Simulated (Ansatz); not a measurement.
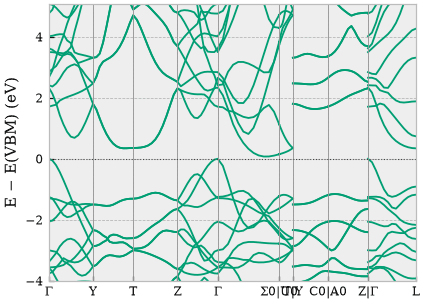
Band structure from LDA in the plane-wave PAW code Ansatz

### Question
Read off the gap and where the band edges lie.

### Answer
About 0.1 eV (0.07 eV by a search for the band edges); maximum at Γ, minimum on the Γ–Σ0 line, 79 % of the way from Γ.

The material is Al2Ru in space group Fddd (No. 70; Al on 16f, Ru on 8b).

The workflow started from a Materials Project entry (that database holds measured and hypothetical structures alike); the Crystallography Open Database copy checked does not list it. With Al and Ru taken as one species the cell has the higher symmetry Fddd, so it may be an ordered model of a mixed-site phase. Whether it is the stable phase at ambient conditions was not checked. The cell was relaxed with LDA under the symmetry of its start; phonons on a q-mesh show no instability. No spin polarisation was allowed. Scalar-relativistic: spin–orbit coupling is off unless named, which matters more the heavier the elements.

Potentials: the later of the program's two PAW sets.
